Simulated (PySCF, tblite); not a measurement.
# C7H16N2: geometry, infrared bands and NMR shifts

Wanted: the infrared bands and NMR shifts of C7H16N2 (`C/C=N/N(C)CC(C)C`), by calculation.

Computed with tblite 0.8.0 and PySCF 2.14.0, with density-fitted response routines of our own, on a single molecule in the gas phase. Atoms count from 0, in the outputs and in this text.

## (1) The molecule as given

25 atoms, charge 0, multiplicity 1; geometry from: force field or distance geometry start.

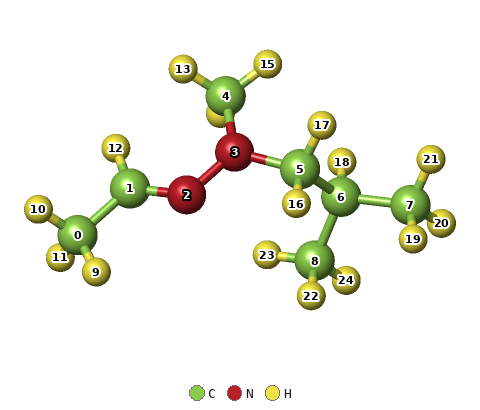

The starting geometry (carbon green, nitrogen red, hydrogen yellow), atoms numbered.

## (2) Geometry optimisation with GFN2-xTB

What the job is given:

```
{"job": {"kind": "relax", "xc": "GFN2-xTB", "basis": "xTB"}, "charge": 0, "multiplicity": 1}
C      3.677400    -0.014800    -1.037400
C      2.578700    -0.327800    -0.064100
N      1.530600     0.396000    -0.004300
N      0.529800     0.119000     0.887700
C      0.567900    -0.999000     1.841700
C     -0.719900     0.863000     0.735900
C     -1.825900     0.069300     0.032400
C     -3.128900     0.862500     0.076800
C     -1.456900    -0.272900    -1.409900
H      3.411500     0.869600    -1.624300
H      4.595400     0.164200    -0.491600
H      3.806900    -0.873500    -1.696400
H      2.754700    -1.207800     0.598600
H      1.521100    -0.993200     2.375700
H      0.437200    -1.925200     1.287300
H     -0.240600    -0.891700     2.578000
H     -0.495200     1.789600     0.189200
H     -1.037000     1.161600     1.742400
H     -1.989500    -0.874000     0.578200
H     -3.032600     1.813600    -0.450400
H     -3.949500     0.297600    -0.392700
H     -3.433100     1.073400     1.106300
H     -1.242000     0.644300    -1.975200
H     -0.588500    -0.926000    -1.458100
H     -2.282600    -0.793900    -1.902100
```

On the command line:

```
> OMP_NUM_THREADS=1 python probes_run.py task.json out
```

The driver reads the jobs from task.json and runs them one after another.

**Question.** This job is followed by: GFN2-xTB harmonic vibrations, gas phase; GIAO PBE0/pcSseg-1 NMR shielding, non-relativistic, gas phase. What will the session give for the following? strongest single infrared mode (GFN2-xTB); zero-point energy (GFN2-xTB); ¹³C shifts against TMS (PBE0/pcSseg-1, means over atoms taken as alike); ¹H shifts against TMS (PBE0/pcSseg-1, means over atoms taken as alike); ¹⁵N shifts against NH3 (PBE0/pcSseg-1).

**Answer**, as computed:

| quantity | value |
| --- | --- |
| strongest single infrared mode (GFN2-xTB) | 2903 cm⁻¹, 126 km/mol |
| zero-point energy (GFN2-xTB) | 139.3 kcal/mol |
| ¹³C shifts against TMS (PBE0/pcSseg-1, means over atoms taken as alike) | 120.2, 70.8, 33.8, 31.4, 23.8, 22.2 ppm |
| ¹H shifts against TMS (PBE0/pcSseg-1, means over atoms taken as alike) | 6.15, 3.23, 2.71, 2.03, 1.64, 0.81 ppm |
| ¹⁵N shifts against NH3 (PBE0/pcSseg-1) | 384.5, 128.2 ppm |

In words: Relaxing lowered the energy by 0.152 eV in 99 steps; the close pair that moved most is N2–N3, from 1.369 to 1.331 Å. All 69 modes are real, so the xTB geometry is a minimum. The strongest single mode, at 2903 cm⁻¹, moves mainly H12. Unscaled tight-binding wavenumbers are off by several per cent, some by more. Its intensities can rank the bands wrongly. At PBE0/pcSseg-1: The largest span, 536 ppm, is at N2, where the paramagnetic term is -446 ppm.
